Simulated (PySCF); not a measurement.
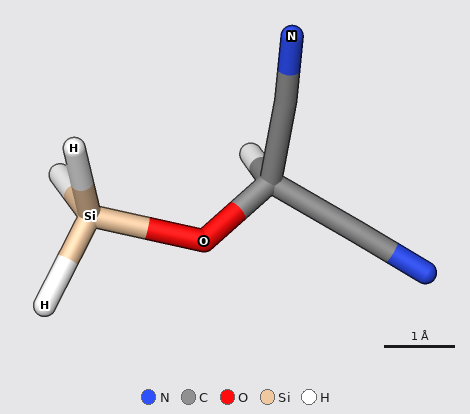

The structure as given in the input (stick view, seen at a tilt).

## Run report: C₃H₄N₂OSi, NMR shielding calculation

- system: C₃H₄N₂OSi
- method: GIAO B97-D/pcSseg-1 NMR shielding, non-relativistic, gas phase (PySCF 2.14.0)

The geometry comes from this level: PBE0-D3(BJ)/def2-SVP. Figures and captions count atoms from 1; the log counts them from 0 in places.

## Input
```
{"job": {"kind": "nmr", "xc": "B97-D", "basis": "pcSseg-1", "pop": false}, "charge": 0, "multiplicity": 1}
N     -1.201832     2.166803     1.154760
C     -1.087979     1.105191     0.712354
C     -0.840846    -0.248367     0.165862
C     -2.056637    -0.755558    -0.496119
N     -2.997777    -1.186683    -1.008329
O      0.219725    -0.272173    -0.722146
Si     1.840149    -0.021808    -0.298784
H     -0.662872    -0.909475     1.041240
H      2.617870    -0.470291    -1.478685
H      2.131931    -0.849410     0.910673
H      2.076119     1.416801     0.004713
```

The first line tells a small driver script what to run in PySCF; the rest is the geometry in Å.

Run on 1 CPU thread, shared host.

Run as:
```bash
OMP_NUM_THREADS=1 python <driver script> task.json out
```

## What the program printed
```
coarse grid: 10576 points
cycle   1  E = -590.4193623569  dE =  8.712e-01  |g| = 9.561e-01  |ddm| = 3.278e+00
cycle   2  E = -589.1726013192  dE =  1.247e+00  |g| = 2.570e+00  |ddm| = 3.296e+00
cycle   3  E = -590.5537021475  dE = -1.381e+00  |g| = 4.691e-01  |ddm| = 2.647e+00
cycle   4  E = -590.5921981590  dE = -3.850e-02  |g| = 1.993e-01  |ddm| = 4.133e-01
cycle   5  E = -590.6002909794  dE = -8.093e-03  |g| = 4.488e-02  |ddm| = 1.980e-01
cycle   6  E = -590.6007642017  dE = -4.732e-04  |g| = 7.568e-03  |ddm| = 4.859e-02
cycle   7  E = -590.6007742226  dE = -1.002e-05  |g| = 4.101e-03  |ddm| = 7.554e-03
cycle   8  E = -590.6007768350  dE = -2.612e-06  |g| = 2.283e-03  |ddm| = 3.758e-03
final grid: 100232 points
cycle   9  E = -590.6491562781  dE = -7.935e-05  |g| = 1.224e-02  |ddm| = 3.657e-02
cycle  10  E = -590.6490222909  dE =  1.340e-04  |g| = 2.739e-02  |ddm| = 2.812e-02
cycle  11  E = -590.6491715157  dE = -1.492e-04  |g| = 8.115e-03  |ddm| = 2.169e-02
cycle  12  E = -590.6491858909  dE = -1.438e-05  |g| = 1.941e-03  |ddm| = 6.105e-03
cycle  13  E = -590.6491865125  dE = -6.216e-07  |g| = 9.327e-04  |ddm| = 1.785e-03
cycle  14  E = -590.6491866896  dE = -1.771e-07  |g| = 2.704e-04  |ddm| = 7.046e-04
cycle  15  E = -590.6491867040  dE = -1.436e-08  |g| = 4.609e-05  |ddm| = 2.251e-04
cycle  16  E = -590.6491867044  dE = -3.972e-10  |g| = 1.261e-05  |ddm| = 4.670e-05
```

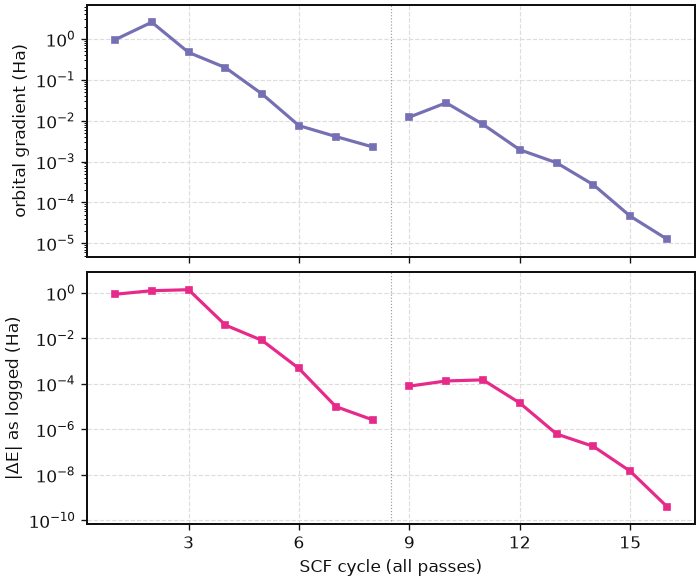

Convergence of the self-consistent field: orbital gradient and size of the energy change against the SCF cycle. The dotted line marks the change from a coarse to the final integration grid. The first 8 cycles use a coarse grid, the final grid takes over at cycle 9, and the field converges after 16 cycles in all.

```
converged SCF energy = -590.6491867044

GIAO shielding tensors (ppm)
atom      isotropic    diamagn.    paramagn.     s11        s22        s33       span
  0 N      -41.994     338.007    -380.001   -203.155   -194.366    271.540    474.695
  1 C       70.351     261.989    -191.637    -41.311    -36.720    289.085    330.396
  2 C      124.561     239.473    -114.912    105.254    107.487    160.942     55.688
  3 C       70.172     259.095    -188.923    -43.325    -36.443    290.285    333.610
  4 N      -38.536     337.680    -376.216   -199.825   -195.630    279.847    479.671
  5 O      298.520     396.376     -97.856    266.460    291.520    337.581     71.121
  6 Si     372.213     879.398    -507.184    327.801    337.887    450.951    123.150
  7 H       26.443      26.872      -0.429     24.298     25.175     29.856      5.557
  8 H       26.588      28.515      -1.927     23.365     24.978     31.421      8.056
  9 H       26.677      28.962      -2.285     23.866     24.939     31.225      7.359
 10 H       26.352      29.286      -2.934     23.225     25.190     30.642      7.417
```

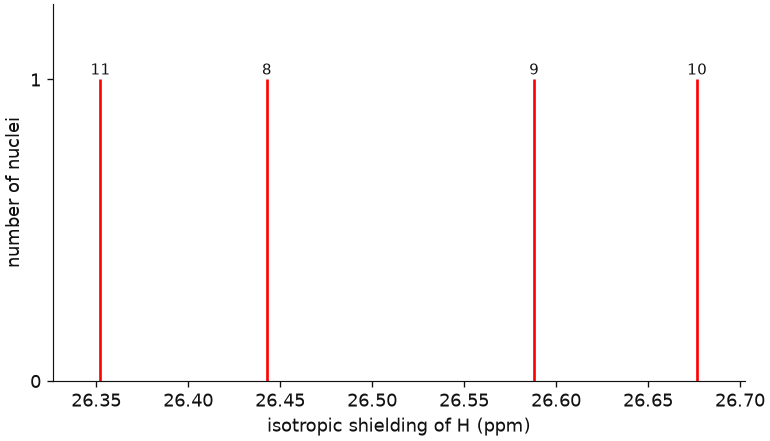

Isotropic shieldings of the hydrogen nuclei in this fixed geometry, labelled by atom number; shielding grows to the right, so chemical shift grows to the left. The least shielded is H11 (26.4 ppm), the most shielded H10 (26.7 ppm).

## Key numbers

- outcome: converged
- total energy: −590.649187 hartree
- HOMO: −8.09 eV
- LUMO: −2.33 eV
- dipole moment: 4.21 D
- isotropic shielding, N: −42.0 to −38.5 ppm
- isotropic shielding, C: 70.2 to 124.6 ppm
- isotropic shielding, O: 298.5 ppm
- isotropic shielding, Si: 372.2 ppm
- isotropic shielding, H: 26.4 to 26.7 ppm
- wall time: 16 s
- peak memory: 0.76 GiB
